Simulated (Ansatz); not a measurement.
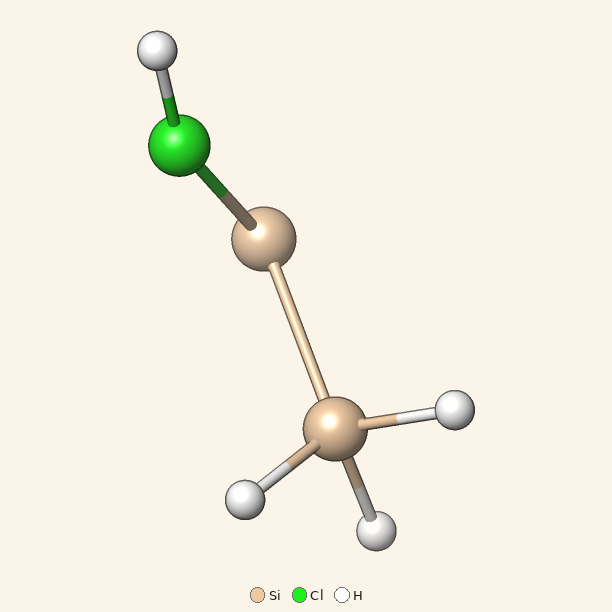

Starting geometry of the run.

Ansatz 0.2.0 input:

```yaml
crystal:
  periodic: [false, false, false]
  atoms:
    - {symbol: Si, position_ang: [-0.688086, 0.393907, -0.301995]}
    - {symbol: Si, position_ang: [1.350427, -0.818857, -0.420042]}
    - {symbol: Cl, position_ang: [0.972831, -2.068801, 1.385636]}
    - {symbol: H, position_ang: [-1.896487, -0.386844, -0.747757]}
    - {symbol: H, position_ang: [-0.673850, 1.570259, -1.249382]}
    - {symbol: H, position_ang: [-1.131772, 0.993254, 1.008156]}
    - {symbol: H, position_ang: [0.901283, -3.185797, 2.104037]}
basis:
  gaussian: {orbitals: def2-SVPD}
total_charge: -1
hamiltonian: {xc: pbe, dispersion: d4}
relax: {f_tol: 0.03, max_steps: 250}
```

It was started with:

```sh
ansatz run in.yaml --threads 2 --pin off --events-out ev --progress --plain --max-ram 4352MiB
```

Output (its end):

```
mean field -28319.55841115 eV, -1040.7245759235 hartree, gradient 1.8e-5 eV, S^2 0.000000; 2 other end points of the search recorded, 0 dependent functions left out
the calculation of the forces begins
reference -28319.55846199 eV, -1040.7245777921 hartree; 25, 25 occupied and 82, 82 virtual orbitals, 988 factors
Total energy: -28319.77187256 eV, -1040.7324204856 hartree
Atom 0 at    -0.683085     0.387434    -0.301098 Å, force    -0.003014     0.008781    -0.008391 eV/Å
Atom 1 at     1.452405    -0.708635    -0.440765 Å, force     0.008278     0.002755    -0.009393 eV/Å
Atom 2 at     1.271284    -1.728171     1.482913 Å, force    -0.000554    -0.004593     0.012099 eV/Å
Atom 3 at    -1.894013    -0.472499    -0.649000 Å, force     0.005099     0.003500     0.003581 eV/Å
Atom 4 at    -0.752799     1.517345    -1.327156 Å, force    -0.006849    -0.010615     0.007889 eV/Å
Atom 5 at    -1.091890     1.058590     1.004047 Å, force     0.000981    -0.001574    -0.002226 eV/Å
Atom 6 at     0.532444    -3.556941     2.009712 Å, force    -0.003940     0.001747    -0.003559 eV/Å
Dipole moment:     0.026603     0.706688    -0.264460 e Å
```
